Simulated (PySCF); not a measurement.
```xyz
17

B    -0.9504   -0.8842   -2.2579
Si   -0.2235   -0.4862   -0.5077
O     1.3321   -0.0006   -0.5677
Si    2.7548    0.6592   -0.1326
C    -0.5365   -1.5501    1.0915
O    -1.3479   -0.5307    1.6964
C    -1.2722    0.4861    0.7751
C    -1.8340    1.6773    0.9243
H    -1.9164   -1.5270   -2.3874
H    -0.4653   -0.4371   -3.2206
H     2.6051    1.3341    1.1534
H     3.6909   -0.4621   -0.0601
H     3.0731    1.5913   -1.2123
H    -1.1201   -2.4684    1.0010
H     0.3300   -1.7509    1.7262
H    -2.3861    1.9389    1.8118
H    -1.7406    2.4226    0.1565
```

Geometry: GFN2-xTB.

The calculation used PBE0/def2-SVPD, SCF density, gas phase (PySCF).

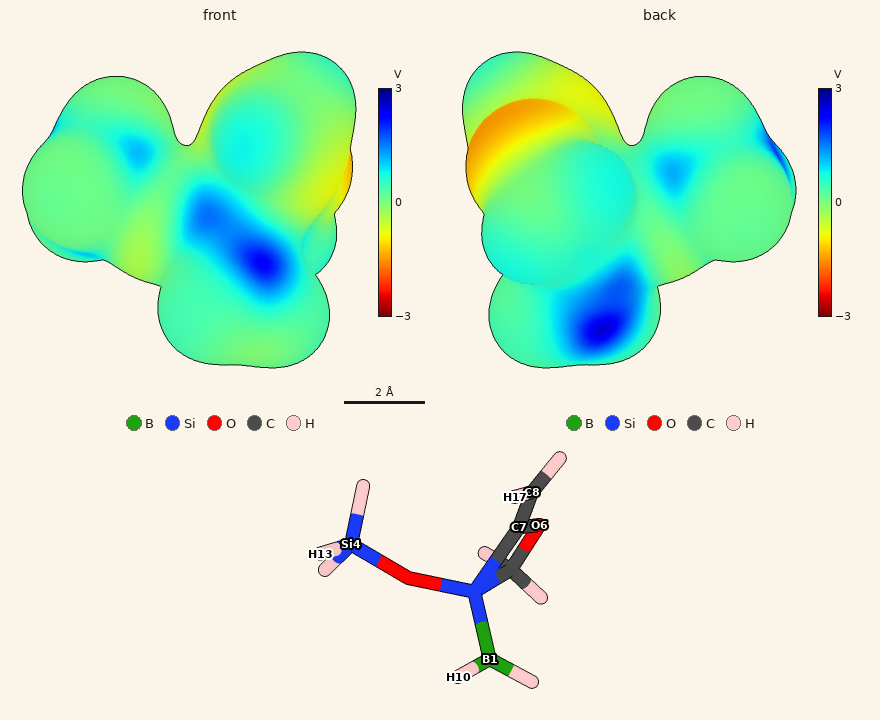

C₃H₉BO₂Si₂. The electrostatic potential painted on the density surface at 0.002 e/bohr³, seen from the front and from behind; the colour scale runs from red (negative) to blue (positive). The bare structure is drawn below in the same view.

Where is the surface potential most negative and most positive?

Answer. The most negative region (about −1.4 V, or −32 kcal/mol for a unit charge) lies over O6, the most positive (about +2.2 V, or +51 kcal/mol for a unit charge) over B1. O6 is the likeliest acceptor of a hydrogen bond.

What dipole moment does the calculation give?

Answer. Its dipole moment is 2.01 D.
